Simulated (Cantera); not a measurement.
A closed system holds: 1 mol Fe3O4, 5.8 mol CH4, 0.33 mol CO, equilibrated at 2.10 bar.

These are equilibrium values from Cantera (NASA tables, ideal gas, pure condensed phases), not measurements of a reactor. Candidate condensed phases: C, C6H6, C7H8, C8H18, Fe, Fe(CO)5, FeO, Fe(OH)2, Fe(OH)3, Fe2O3, Fe3O4, H2O; 114 gas species. Iron dissolves carbon and melts from about 1420 K in contact with it, which pure phases cannot show. Condensed phases not in the tables: cementite and carbon dissolved in iron. Kinetics and transport are ignored.

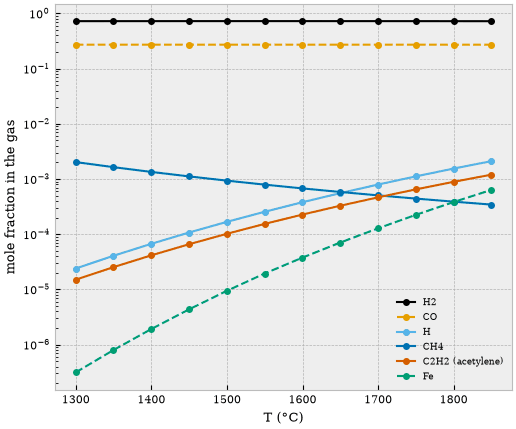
Figure: Equilibrium gas composition (values under 1e-9 drawn at 1e-9)

From 1300 °C to 1350 °C the condensed part is C(graphite) + Fe(γ). From 1400 °C to 1500 °C the condensed part is C(graphite) + Fe(δ). From 1550 °C to 1850 °C the condensed part is C(graphite) + Fe(l). The main Fe-bearing gas is Fe throughout.
